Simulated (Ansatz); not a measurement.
## GeH3BrClF: molecular dynamics (part 4 of 4)

The same run, continued: GeH3BrClF; RKS B3LYP/def2-SVP (Ansatz 0.2.0). It belongs to a series of runs on one base structure; here: dynamics from the highest image of the converged band.

Geometry of the input (Å):
```
Ge -0.1153  0.0138  -0.0196
Cl -0.0150  0.6495  2.3922
H  1.3043  -0.5389  0.1396
H  -0.4446  1.4253  -0.5005
F  -0.6816  -1.0619  -1.2858
Br -2.5457  -0.6447  1.0838
H  -1.5797  0.0507  2.1554
```

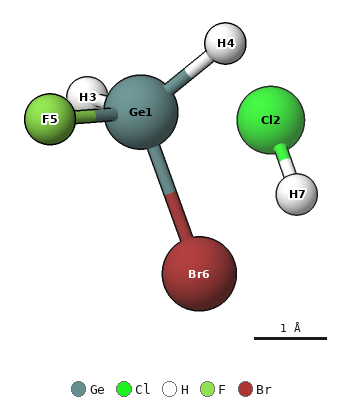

*The geometry at step 163 of the log (ball-and-stick view, seen at a tilt; atoms are numbered from 1 in the order of the input).*

## Trajectory as extended XYZ, continued
```
7
Properties=species:S:1:pos:R:3:forces:R:3 step=122 time_fs=61.0 energy=-141834.85576 temperature=939.4
Ge   -0.1823   -0.0368   -0.0877   -1.8666  -1.0410  -0.6227
Cl   -0.0194    0.7135    2.6059   -0.2901   0.2090   0.6625
H     1.1352   -0.5873    0.3955    0.1959  -0.2576   0.1599
H    -0.3386    1.3846   -0.6015   -0.0312   0.2270   0.1388
F    -0.5707   -1.0693   -1.4774    0.2699   0.4475   0.4393
Br   -2.5122   -0.6259    1.0897    1.0623   0.1249  -0.7723
H    -1.2859    0.1881    2.5296    0.6597   0.2902  -0.0054
7
Properties=species:S:1:pos:R:3:forces:R:3 step=125 time_fs=62.5 energy=-141834.90852 temperature=1021.1
Ge   -0.1909   -0.0418   -0.0886   -1.8215  -0.4547  -0.7920
Cl   -0.0147    0.7195    2.6195    0.0316   0.3804   0.7068
H     1.1209   -0.6086    0.4283    0.0109  -0.1539   0.0530
H    -0.3389    1.4303   -0.6061    0.0704  -0.5272   0.3719
F    -0.5660   -1.0677   -1.4873    0.2828   0.4814   0.4555
Br   -2.5076   -0.6254    1.0864    1.0834   0.1391  -0.8137
H    -1.2699    0.2379    2.5418    0.3424   0.1348   0.0187
7
Properties=species:S:1:pos:R:3:forces:R:3 step=129 time_fs=64.5 energy=-141834.93521 temperature=1062.9
Ge   -0.2033   -0.0487   -0.0903   -1.6426  -0.1234  -0.7779
Cl   -0.0083    0.7280    2.6383    0.8138   0.6891   0.7797
H     1.1014   -0.6416    0.4734   -0.2664   0.0084  -0.1168
H    -0.3369    1.4724   -0.5994    0.1386  -1.0808   0.5055
F    -0.5593   -1.0648   -1.4996    0.2886   0.5052   0.4445
Br   -2.5009   -0.6245    1.0816    1.1086   0.1556  -0.8611
H    -1.2397    0.3079    2.5589   -0.4405  -0.1541   0.0261
7
Properties=species:S:1:pos:R:3:forces:R:3 step=132 time_fs=66.0 energy=-141834.96671 temperature=1112.0
Ge   -0.2131   -0.0539   -0.0918   -1.4960  -0.1715  -0.6264
Cl   -0.0029    0.7348    2.6529    1.2827   0.8319   0.8147
H     1.0807   -0.6665    0.5047   -0.4009   0.0978  -0.2178
H    -0.3320    1.4782   -0.5821    0.1404  -1.1368   0.4779
F    -0.5539   -1.0620   -1.5083    0.2778   0.5046   0.4123
Br   -2.4956   -0.6239    1.0778    1.1163   0.1691  -0.8734
H    -1.2262    0.3573    2.5723   -0.9203  -0.2952   0.0126
7
Properties=species:S:1:pos:R:3:forces:R:3 step=136 time_fs=68.0 energy=-141835.08038 temperature=1287.3
Ge   -0.2269   -0.0610   -0.0940   -1.3569  -0.5807  -0.3047
Cl    0.0053    0.7447    2.6732    1.0099   0.7292   0.7865
H     1.0399   -0.6965    0.5390   -0.4121   0.1292  -0.2677
H    -0.3210    1.4494   -0.5436    0.0904  -0.7351   0.2922
F    -0.5463   -1.0573   -1.5191    0.2410   0.4812   0.3382
Br   -2.4880   -0.6229    1.0723    1.0977   0.1884  -0.8558
H    -1.2376    0.4137    2.5906   -0.6700  -0.2122   0.0114
7
Properties=species:S:1:pos:R:3:forces:R:3 step=139 time_fs=69.5 energy=-141835.16784 temperature=1421.9
Ge   -0.2378   -0.0665   -0.0959   -1.3286  -1.1456  -0.0151
Cl    0.0123    0.7526    2.6890    0.2923   0.5416   0.7233
H     0.9990   -0.7158    0.5582   -0.2864   0.0763  -0.2254
H    -0.3103    1.4087   -0.5071    0.0296  -0.0735   0.0584
F    -0.5402   -1.0531   -1.5267    0.2005   0.4503   0.2600
Br   -2.4819   -0.6222    1.0679    1.0619   0.2031  -0.8249
H    -1.2633    0.4505    2.6046    0.0307  -0.0524   0.0237
7
Properties=species:S:1:pos:R:3:forces:R:3 step=142 time_fs=71.0 energy=-141835.19899 temperature=1470.5
Ge   -0.2490   -0.0723   -0.0977   -1.3850  -1.8117   0.2534
Cl    0.0194    0.7609    2.7052   -0.3633   0.4016   0.6611
H     0.9521   -0.7336    0.5726   -0.0690  -0.0323  -0.1194
H    -0.2991    1.3668   -0.4694   -0.0246   0.7581  -0.2003
F    -0.5338   -1.0484   -1.5341    0.1558   0.4122   0.1640
Br   -2.4756   -0.6213    1.0633    1.0135   0.2159  -0.7907
H    -1.2885    0.4861    2.6191    0.6726   0.0562   0.0319
7
Properties=species:S:1:pos:R:3:forces:R:3 step=146 time_fs=73.0 energy=-141835.21632 temperature=1498.3
Ge   -0.2647   -0.0809   -0.1000   -1.5506  -2.2259   0.4300
Cl    0.0285    0.7723    2.7275   -0.7106   0.3458   0.6101
H     0.8882   -0.7589    0.5884    0.2565  -0.1976   0.0609
H    -0.2849    1.3382   -0.4264   -0.0418   1.4205  -0.3948
F    -0.5251   -1.0414   -1.5437    0.0998   0.3558   0.0146
Br   -2.4668   -0.6201    1.0568    0.9380   0.2227  -0.7591
H    -1.2989    0.5354    2.6395    1.0087   0.0788   0.0382
7
Properties=species:S:1:pos:R:3:forces:R:3 step=149 time_fs=74.5 energy=-141835.28894 temperature=1610.2
Ge   -0.2770   -0.0882   -0.1016   -1.6190  -1.7934   0.4126
Cl    0.0349    0.7811    2.7446   -0.4750   0.3846   0.6023
H     0.8460   -0.7824    0.6013    0.4068  -0.2561   0.1457
H    -0.2752    1.3502   -0.4034   -0.0201   1.1106  -0.3443
F    -0.5185   -1.0357   -1.5508    0.0645   0.3108  -0.1065
Br   -2.4598   -0.6192    1.0516    0.8758   0.2181  -0.7481
H    -1.2825    0.5742    2.6558    0.7669   0.0254   0.0382
7
Properties=species:S:1:pos:R:3:forces:R:3 step=153 time_fs=76.5 energy=-141835.39367 temperature=1771.3
Ge   -0.2941   -0.0986   -0.1035   -1.4474  -0.7060   0.4129
Cl    0.0430    0.7932    2.7680    0.4798   0.4950   0.6315
H     0.8030   -0.8220    0.6232    0.3657  -0.1642   0.0994
H    -0.2630    1.3994   -0.3836   -0.0016   0.0242  -0.1535
F    -0.5095   -1.0276   -1.5605    0.0247   0.2460  -0.2669
Br   -2.4502   -0.6178    1.0445    0.7800   0.2049  -0.7308
H    -1.2383    0.6264    2.6786   -0.2013  -0.0999   0.0074
7
Properties=species:S:1:pos:R:3:forces:R:3 step=156 time_fs=78.0 energy=-141835.40748 temperature=1793.3
Ge   -0.3074   -0.1067   -0.1048   -1.1286  -0.0644   0.5317
Cl    0.0494    0.8027    2.7860    1.2639   0.5512   0.6573
H     0.7799   -0.8559    0.6422    0.1926   0.0063  -0.0379
H    -0.2539    1.4395   -0.3730   -0.0112  -0.7085  -0.0394
F    -0.5027   -1.0211   -1.5681   -0.0041   0.1945  -0.3774
Br   -2.4427   -0.6167    1.0389    0.6875   0.1929  -0.7011
H    -1.2080    0.6634    2.6960   -1.0001  -0.1720  -0.0331
7
Properties=species:S:1:pos:R:3:forces:R:3 step=159 time_fs=79.5 energy=-141835.41084 temperature=1799.0
Ge   -0.3211   -0.1148   -0.1060   -0.7417   0.2637   0.7113
Cl    0.0566    0.8124    2.8044    1.3867   0.5204   0.6360
H     0.7610   -0.8897    0.6602   -0.0055   0.1929  -0.1961
H    -0.2450    1.4649   -0.3635   -0.0340  -1.1359   0.0177
F    -0.4959   -1.0144   -1.5762   -0.0348   0.1438  -0.4728
Br   -2.4351   -0.6155    1.0331    0.5667   0.1778  -0.6534
H    -1.1981    0.6968    2.7128   -1.1375  -0.1626  -0.0427
7
Properties=species:S:1:pos:R:3:forces:R:3 step=163 time_fs=81.5 energy=-141835.46275 temperature=1878.9
Ge   -0.3396   -0.1256   -0.1072   -0.2700   0.2813   0.9193
Cl    0.0673    0.8259    2.8296    0.3767   0.3983   0.5190
H     0.7351   -0.9278    0.6774   -0.1793   0.3645  -0.3378
H    -0.2345    1.4609   -0.3501   -0.0654  -1.2033   0.0176
F    -0.4870   -1.0053   -1.5878   -0.0788   0.0841  -0.5680
Br   -2.4246   -0.6139    1.0252    0.3604   0.1499  -0.5650
H    -1.2188    0.7363    2.7339   -0.1435  -0.0747   0.0149
7
Properties=species:S:1:pos:R:3:forces:R:3 step=166 time_fs=83.0 energy=-141835.50851 temperature=1949.7
Ge   -0.3536   -0.1335   -0.1077   -0.0246   0.0189   0.9911
Cl    0.0756    0.8364    2.8488   -0.4617   0.3307   0.4210
H     0.7116   -0.9476    0.6822   -0.1936   0.3929  -0.3496
H    -0.2282    1.4281   -0.3397   -0.0729  -0.8807  -0.0311
F    -0.4803   -0.9983   -1.5972   -0.1121   0.0490  -0.6107
Br   -2.4167   -0.6127    1.0190    0.1809   0.1231  -0.4841
H    -1.2404    0.7638    2.7499    0.6839  -0.0339   0.0634
7
Properties=species:S:1:pos:R:3:forces:R:3 step=169 time_fs=84.5 energy=-141835.54686 temperature=2008.9
Ge   -0.3677   -0.1414   -0.1080    0.0936  -0.4740   0.9708
Cl    0.0837    0.8470    2.8683   -0.8661   0.3001   0.3514
H     0.6841   -0.9592    0.6796   -0.0988   0.3244  -0.2704
H    -0.2234    1.3768   -0.3301   -0.0501  -0.2370  -0.1179
F    -0.4738   -0.9913   -1.6073   -0.1437   0.0232  -0.6265
Br   -2.4087   -0.6114    1.0127   -0.0114   0.0905  -0.3956
H    -1.2480    0.7905    2.7673    1.0765  -0.0272   0.0881
7
Properties=species:S:1:pos:R:3:forces:R:3 step=173 time_fs=86.5 energy=-141835.56858 temperature=2042.3
Ge   -0.3864   -0.1523   -0.1080    0.0800  -1.2911   0.7892
Cl    0.0938    0.8614    2.8946   -0.5535   0.2891   0.3199
H     0.6451   -0.9645    0.6678    0.1632   0.1092  -0.0510
H    -0.2183    1.3042   -0.3216    0.0312   0.8947  -0.2614
F    -0.4654   -0.9819   -1.6220   -0.1820   0.0023  -0.6032
Br   -2.3980   -0.6096    1.0042   -0.2841   0.0375  -0.2665
H    -1.2237    0.8251    2.7934    0.7452  -0.0417   0.0730
7
Properties=species:S:1:pos:R:3:forces:R:3 step=176 time_fs=88.0 energy=-141835.55730 temperature=2025.2
Ge   -0.4003   -0.1609   -0.1076    0.0711  -1.5780   0.5246
Cl    0.1009    0.8725    2.9146    0.2620   0.2813   0.3430
H     0.6193   -0.9652    0.6572    0.3860  -0.0778   0.1358
H    -0.2140    1.2693   -0.3214    0.0819   1.4369  -0.3188
F    -0.4594   -0.9748   -1.6337   -0.2087  -0.0027  -0.5502
Br   -2.3901   -0.6083    0.9977   -0.5059  -0.0082  -0.1556
H    -1.1864    0.8500    2.8148   -0.0865  -0.0514   0.0212
7
Properties=species:S:1:pos:R:3:forces:R:3 step=180 time_fs=90.0 energy=-141835.55386 temperature=2020.1
Ge   -0.4189   -0.1730   -0.1070    0.3628  -1.0071   0.0387
Cl    0.1107    0.8875    2.9416    1.3435   0.2477   0.3826
H     0.5983   -0.9691    0.6480    0.5398  -0.2062   0.2700
H    -0.2057    1.2690   -0.3315    0.0259   1.0788  -0.2269
F    -0.4517   -0.9654   -1.6504   -0.2437   0.0070  -0.4284
Br   -2.3798   -0.6065    0.9889   -0.8391  -0.0782   0.0192
H    -1.1434    0.8816    2.8437   -1.1891  -0.0421  -0.0552
7
Properties=species:S:1:pos:R:3:forces:R:3 step=183 time_fs=91.5 energy=-141835.57812 temperature=2057.0
Ge   -0.4327   -0.1824   -0.1064    0.8873  -0.1981  -0.3235
Cl    0.1190    0.8989    2.9620    1.2307   0.2143   0.3477
H     0.5956   -0.9769    0.6474    0.4619  -0.1474   0.2207
H    -0.1987    1.2964   -0.3449   -0.0970   0.2734  -0.0669
F    -0.4462   -0.9583   -1.6635   -0.2705   0.0247  -0.3013
Br   -2.3723   -0.6052    0.9824   -1.1233  -0.1409   0.1703
H    -1.1375    0.9042    2.8643   -1.0892  -0.0259  -0.0470
7
Properties=species:S:1:pos:R:3:forces:R:3 step=186 time_fs=93.0 energy=-141835.57470 temperature=2051.4
Ge   -0.4463   -0.1919   -0.1060    1.5737   0.4677  -0.6211
Cl    0.1280    0.9105    2.9827    0.3429   0.1971   0.2574
H     0.6026   -0.9876    0.6514    0.2461   0.0099   0.0708
H    -0.1938    1.3298   -0.3597   -0.2200  -0.4837   0.0915
F    -0.4410   -0.9512   -1.6769   -0.2980   0.0461  -0.1531
Br   -2.3652   -0.6039    0.9759   -1.4331  -0.2129   0.3366
H    -1.1537    0.9263    2.8840   -0.2117  -0.0242   0.0178
7
Properties=species:S:1:pos:R:3:forces:R:3 step=190 time_fs=95.0 energy=-141835.48446 temperature=1912.7
Ge   -0.4636   -0.2044   -0.1057    2.4957   0.9077  -0.9522
Cl    0.1401    0.9261    3.0106   -0.7697   0.1965   0.1467
H     0.6192   -1.0009    0.6584   -0.0925   0.2328  -0.1557
H    -0.1950    1.3569   -0.3761   -0.3180  -1.0471   0.2315
F    -0.4347   -0.9416   -1.6950   -0.3351   0.0711   0.0559
Br   -2.3562   -0.6023    0.9674   -1.8677  -0.3194   0.5776
H    -1.1791    0.9547    2.9110    0.8873  -0.0418   0.0963
7
Properties=species:S:1:pos:R:3:forces:R:3 step=193 time_fs=96.5 energy=-141835.42405 temperature=1819.6
Ge   -0.4757   -0.2134   -0.1059    3.0584   0.9549  -1.1999
Cl    0.1488    0.9379    3.0316   -1.0037   0.1917   0.1096
H     0.6301   -1.0055    0.6603   -0.2750   0.3278  -0.2652
H    -0.2035    1.3524   -0.3829   -0.3306  -1.1031   0.2715
F    -0.4304   -0.9344   -1.7085   -0.3624   0.0815   0.2057
Br   -2.3501   -0.6012    0.9612   -2.1965  -0.4036   0.7674
H    -1.1787    0.9751    2.9335    1.1097  -0.0492   0.1110
7
Properties=species:S:1:pos:R:3:forces:R:3 step=197 time_fs=98.5 energy=-141835.40978 temperature=1796.7
Ge   -0.4905   -0.2250   -0.1066    3.5397   0.7041  -1.5495
Cl    0.1595    0.9539    3.0597   -0.3858   0.1552   0.1258
H     0.6353   -1.0009    0.6540   -0.3414   0.3099  -0.2797
H    -0.2258    1.3109   -0.3831   -0.2645  -0.7010   0.2336
F    -0.4253   -0.9246   -1.7262   -0.3967   0.0790   0.3788
Br   -2.3429   -0.6000    0.9532   -2.6263  -0.5183   1.0255
H    -1.1436    1.0007    2.9671    0.4750  -0.0288   0.0655
7
Properties=species:S:1:pos:R:3:forces:R:3 step=200 time_fs=100.0 energy=-141835.38383 temperature=1756.1
Ge   -0.5003   -0.2335   -0.1077    3.6805   0.2857  -1.8118
Cl    0.1672    0.9660    3.0808    0.5776   0.1011   0.1697
H     0.6309   -0.9897    0.6424   -0.2450   0.1893  -0.1901
H    -0.2492    1.2616   -0.3774   -0.1556  -0.0477   0.1341
F    -0.4220   -0.9171   -1.7390   -0.4199   0.0644   0.4819
Br   -2.3383   -0.5991    0.9476   -2.9371  -0.6050   1.2175
H    -1.1043    1.0191    2.9939   -0.5006   0.0122  -0.0014
```
